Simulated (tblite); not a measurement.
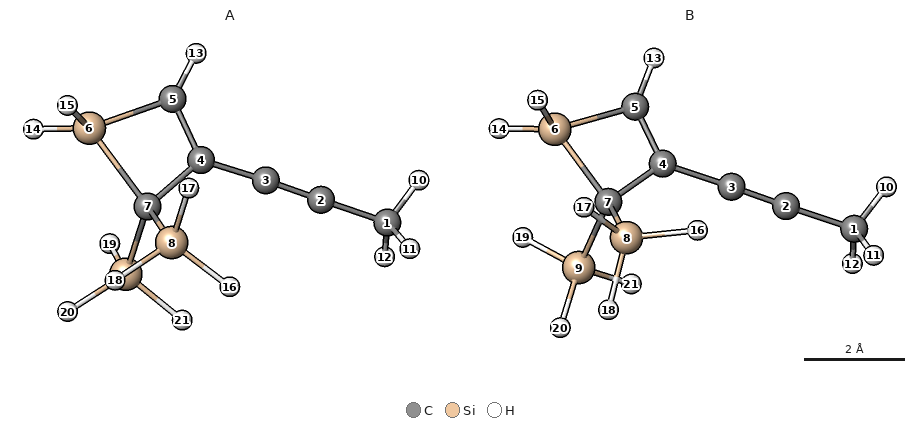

Two geometries of C₆H₁₂Si₃, drawn at one scale. One is the start of a relaxation, the other its converged end. Style: ball-and-stick. Shown at a tilt.

These are results of GFN2-xTB geometry optimisation, gas phase (tblite 0.8.0), not measurements. 

### Which of the two is the end point?

Structure A is the relaxed one. The largest move after the best rigid fit is that of H17, 1.36 Å. Largest moves by element: H 1.36 Å, Si 0.21 Å, C 0.19 Å. Among the contacts that change: Si6–C7 1.804 → 1.951 Å, C3–C4 1.490 → 1.400 Å, C4–C5 1.270 → 1.351 Å, C5–Si6 1.796 → 1.872 Å. Among the angles between lasting bonds that change: Si6–C5–H13 130.5° → 139.1°, H16–Si8–H17 115.0° → 108.4°, C5–C4–C7 100.4° → 106.1°. Groups turn about C7–Si8 by about 55°, C7–Si9 by about 45°. Over 180 geometry steps the energy falls by 1.174 eV.
